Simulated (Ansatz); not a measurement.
The figure comes from a scan of ScAl$_{3}$ (Cu3Au type): a phonon pattern at Γ is frozen into a 4-atom cell, Q being the largest atomic displacement. Computed with PBE (plane waves to 420 eV, PAW, scalar-relativistic; Ansatz, a first-principles code). k mesh 11×11×11 (Γ-centred), Fermi-Dirac smearing 0.05 eV. With partly filled bands, energies and forces of such displacements shift with the k mesh and the smearing. ScAl3 is run without spin polarisation. ScAl3 was relaxed with its symmetry unable to fall. 

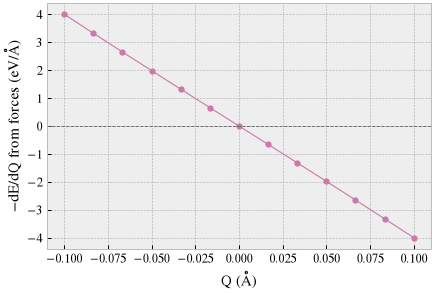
Figure: −dE/dQ from forces (eV/Å) against Q (Å); markers are the computed points, lines only join them.

**Question.** Read the plotted values off the figure, to the accuracy that the plot allows.

**Answer.** To the nearest 0.2:

```csv
Q (Å),−dE/dQ from forces (eV/Å)
-0.100,4.0
-0.083,3.4
-0.067,2.6
-0.050,2.0
-0.033,1.4
-0.017,0.6
0.000,0.0
0.017,-0.6
0.033,-1.4
0.050,-2.0
0.067,-2.6
0.083,-3.4
0.100,-4.0
```

(For displaced atoms, the force is minus the slope of the energy, and its curvature is a force constant, which sets phonon frequencies.)
